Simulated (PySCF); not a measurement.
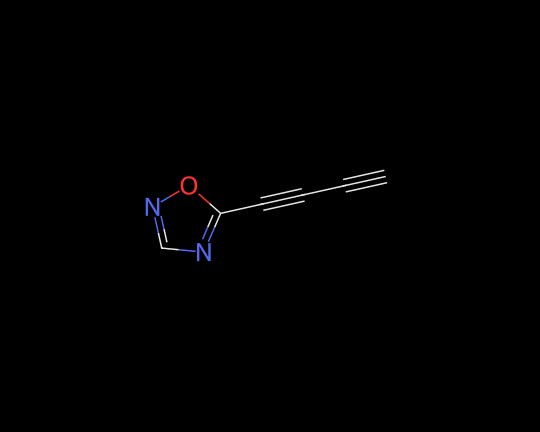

Charge 0, doublet. The computed structure is the end point of a GFN2-xTB optimisation. No frequency run is at hand to confirm it as a minimum. Level of theory: UKS B3LYP, pcH-1 on C H N O, non-relativistic (PySCF 2.14.0).

What does the calculation give?

The species is C6HN2O (`[C]#CC#Cc1ncno1`).
- ⟨S²⟩ of the determinant: 0.782
- isotropic g value: 2.00586
